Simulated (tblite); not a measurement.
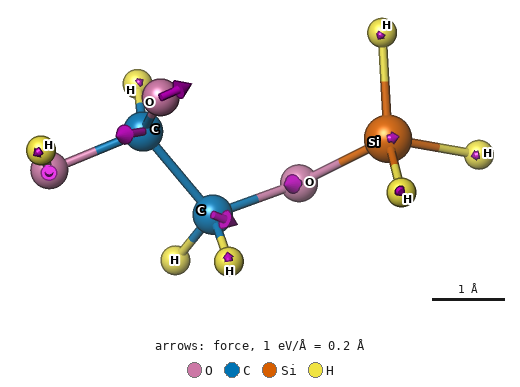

Starting geometry of C2H7O3Si (multiplicity 2) with the computed forces as purple arrows. A ball-and-stick model, seen at a tilt.

These are results of GFN2-xTB geometry optimisation, gas phase (tblite), not measurements. 

Is this structure relaxed? If not, where do the atoms go?

It isn't relaxed: the largest force vector, on a C atom, is 3.60 eV/Å. The final displacements have little in common with the starting forces (cosine between the two patterns 0.11). Over 101 geometry steps the energy falls by 33.5 kcal/mol. The largest move after the best rigid fit is that of an H atom, 1.17 Å. Largest moves by element: H 1.17 Å, O 1.12 Å, Si 0.77 Å, C 0.42 Å. Some distances before and after: O–Si 3.475 → 1.704 Å, C–Si 3.414 → 2.576 Å, H–Si 1.486 → 1.591 Å, C–O 1.431 → 1.375 Å. New bonds form, among them: O–Si (3.48 → 1.70 Å). Bond angles that change, for instance: O–Si–H 107.8° → 85.6°, H–Si–H 104.5° → 83.9°, H–Si–H 114.2° → 132.2°. Groups turn about C–C by about 60°, C–O by about 55°, C–O by about 30°. Cost: 0.42 s on 1 thread of Arm Neoverse V2, with other jobs on the host.
